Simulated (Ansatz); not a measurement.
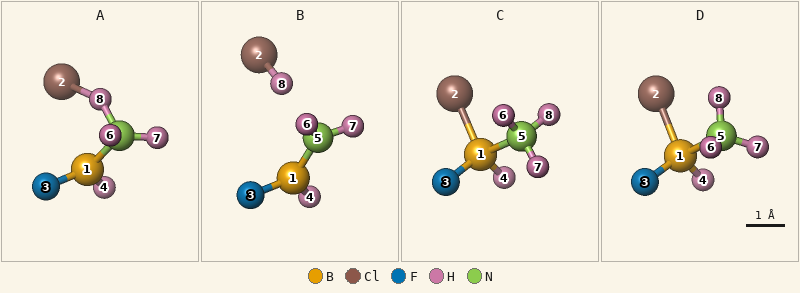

4 geometries from a converged minimum-energy path of BNH₄ClF, shuffled. The picture is a ball-and-stick view, seen from a free direction.

Theory: RKS BHLYP-D4/def2-SVP (Ansatz). Set-up: 7 movable images; climbing image; force threshold 0.05 eV/Å; iteration limit 60; starting path through a guess of the saddle point.

Question: Which frame is the transition state?

Answer: A. In order along the path, whose images run from 0 to 8: C (image 0, 0.0 kJ/mol), D (image 3, +8.2 kJ/mol), A (image 5, +124.0 kJ/mol), B (image 8, +52.5 kJ/mol). Breaking: B1–Cl2 (1.85 → 2.57 at the top → 3.68 Å), N5–H8 (1.01 → 1.24 at the top → 2.12 Å). Forming: Cl2–H8 (2.88 → 1.59 at the top → 1.29 Å).
